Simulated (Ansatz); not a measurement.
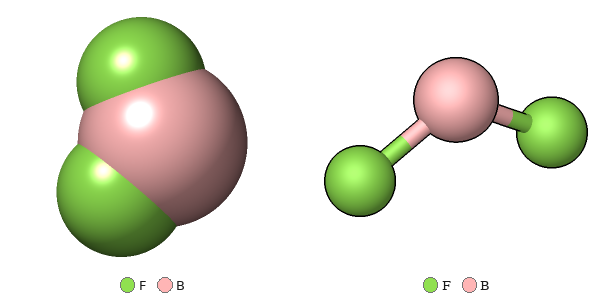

The same structure drawn twice, from different directions.

The species is neutral and a spin doublet. The computed structure is the end point of a PBE0-D4/def2-TZVP optimisation.

Description:

The molecule is BF2. As SMILES it reads `F[B]F`. The point group is C2v. It is an open-shell species. Coordination: 1 B bent.

More results for the same structure follow; atom numbers are the same in all pictures, views and colours differ.

### Vibrations

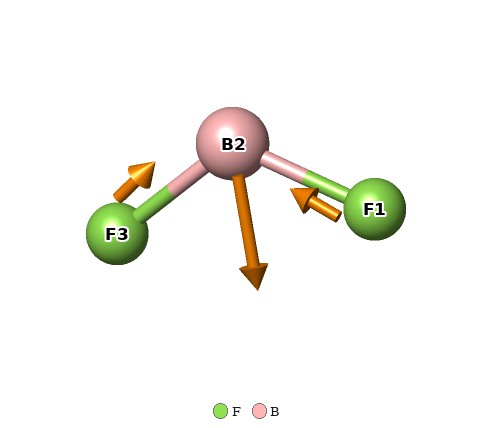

The arrows show one normal mode. Harmonic vibrations computed with UKS PBE0-D4/def2-TZVP (Ansatz 0.2.0) at a stationary point of the same level.

Estimate its harmonic wavenumber.

1175 cm⁻¹; it is mode 2 of 3 counted from the lowest.

### Electronic properties

Properties computed with UKS CAM-B3LYP-D4/def2-TZVPP (Ansatz 0.2.0).

What does the calculation give?

- HOMO energy (Kohn–Sham orbital): −8.66 eV
- ⟨S²⟩ of the determinant: 0.751

### Charges

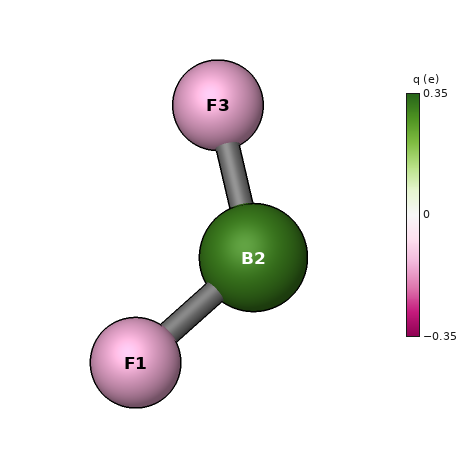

Atoms are coloured by their Mulliken charges. Level of theory: UKS PBE-D4/def2-TZVPP (Ansatz 0.2.0).

List the Mulliken charges.

```json
{"atom": "F1", "value (e)": "−0.15"}
{"atom": "B2", "value (e)": "0.31"}
{"atom": "F3", "value (e)": "−0.15"}
```

Mulliken values depend strongly on the basis set and can even reverse the polarity of a bond.
